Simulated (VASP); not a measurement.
Band structure of SrO (rock salt). Computed with r2SCAN meta-GGA, VASP's PBE PAW potentials (set 64) (plane waves; VASP).

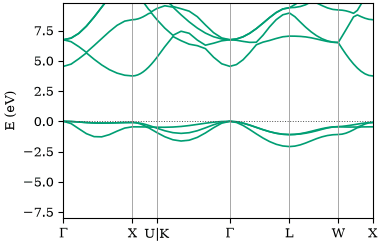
Fig. 1. Bands along high-symmetry lines, zero at the valence-band maximum or, without a gap, the Fermi level

Problem. Read the plot: is there a gap, and where are the band edges?

Solution. The gap is indirect, 3.75 eV, from the valence maximum at Γ to the conduction minimum at X.

The compound is SrO in the rock salt structure. It was relaxed first.
